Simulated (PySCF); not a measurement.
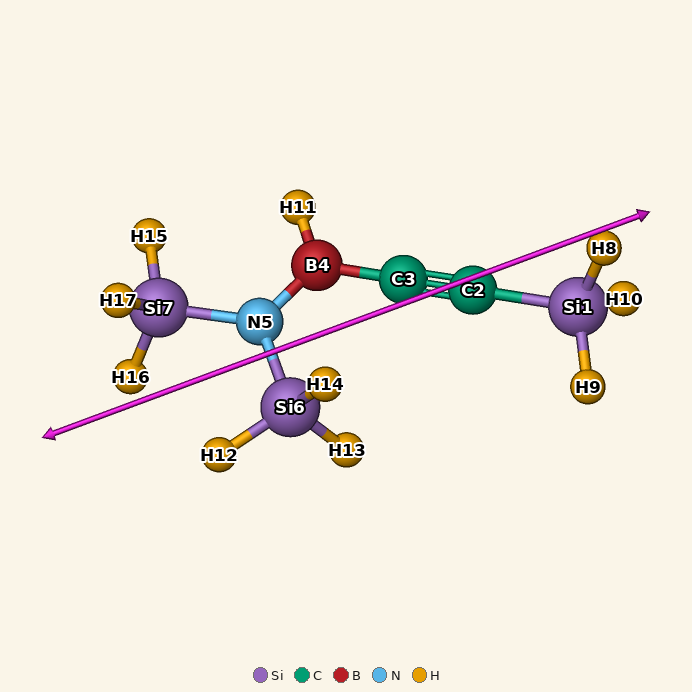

The double arrow shows the direction of the transition dipole to excited singlet state 4 (its length means nothing). The geometry was computed by an optimisation with GFN2-xTB. No frequency run is at hand to confirm it as a minimum. Method: TDDFT CAM-B3LYP/def2-SVPD, vertical, gas phase, core orbitals frozen in the response (PySCF 2.14.0).

Give its energy, strength and character.

6.58 eV (189 nm), oscillator strength 0.24, mainly HOMO−2 → LUMO (weight 0.55); transition dipole 3.08 D.

The geometry is semi-empirical. Around B, Si such bond lengths and angles can be off by a tenth of an ångström or more and by several degrees, and values that hang on the shape move with them.
